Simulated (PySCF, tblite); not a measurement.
# C4H6FO2Si radical: geometry, infrared bands and EPR parameters

What infrared bands and EPR parameters should C4H6FO2Si radical (`C=C(F)C(=O)[CH][SiH2]O`) show?

Programs: tblite 0.8.0 and PySCF 2.14.0, with density-fitted response routines of our own. Each step states its level of theory. These are calculated values for one molecule in the gas phase, unless marked as measured. Atoms count from 0, in the outputs and in this text.

## (1) Starting geometry

14 atoms, charge 0, multiplicity 2; geometry from: force field or distance geometry start.

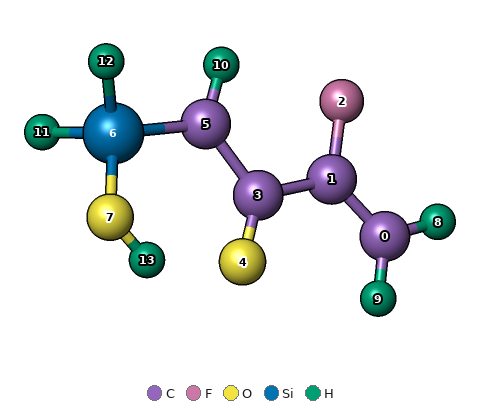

As it starts; carbon purple, fluorine pink, oxygen yellow, silicon blue, hydrogen teal, atoms numbered.

## (2) Geometry optimisation with GFN2-xTB

The job: settings as JSON, then the geometry in Å.

```
{"job": {"kind": "relax", "xc": "GFN2-xTB", "basis": "xTB"}, "charge": 0, "multiplicity": 2}
C     -2.812400     0.772000    -0.136900
C     -1.801900     0.101200     0.377400
F     -1.983700    -0.723000     1.446700
C     -0.410700     0.198200    -0.152100
O     -0.116900     0.898200    -1.093400
C      0.589800    -0.621400     0.553300
Si     2.311700    -0.646400     0.017400
O      2.708500     0.626800    -0.962200
H     -3.810100     0.672100     0.284500
H     -2.689500     1.435200    -0.981200
H      0.310500    -1.226600     1.403400
H      2.580300    -1.914700    -0.700000
H      3.189300    -0.616300     1.218300
H      1.934400     1.044300    -1.392000
```

The run is started by

```sh
> OMP_NUM_THREADS=1 python probes_run.py task.json out
```

One launch serves the whole session: the jobs run in the order shown.

**Question.** This job is followed by: GFN2-xTB harmonic vibrations, gas phase; UKS B3LYP, pcH-1 on C F H O Si, non-relativistic, mean-field spin-orbit, GIAO. What will the session give for the following? strongest single infrared mode (GFN2-xTB); zero-point energy (GFN2-xTB); g(iso) (B3LYP); ⟨S²⟩; largest a(iso) (averaged by class); potential on the surface of density 0.002 e/bohr³, 1st and 99th percentile.

As calculated:

| quantity | value |
| --- | --- |
| strongest single infrared mode (GFN2-xTB) | 883 cm⁻¹, 274 km/mol |
| zero-point energy (GFN2-xTB) | 54.5 kcal/mol |
| g(iso) (B3LYP) | 2.00473 |
| ⟨S²⟩ | 0.764 (exact 0.75) |
| largest a(iso) (averaged by class) | 13C on C5, 58.8 MHz |
| potential on the surface of density 0.002 e/bohr³, 1st and 99th percentile | -1.47 V and 1.35 V |

In words: Over 71 steps the energy fell by 0.225 eV; of the close pairs, C5–Si6 changed most, 1.804 to 1.878 Å. No mode is imaginary among the 36: a minimum at this level. The strongest single mode, at 883 cm⁻¹, moves mainly H13. GFN2-xTB is a fitted tight-binding method: band positions and strengths are rough. Its intensities can rank the bands wrongly. The largest share of the spin, 0.80 e, sits on C5. The isotropic g lies 2.4 ppt above the free-electron value.
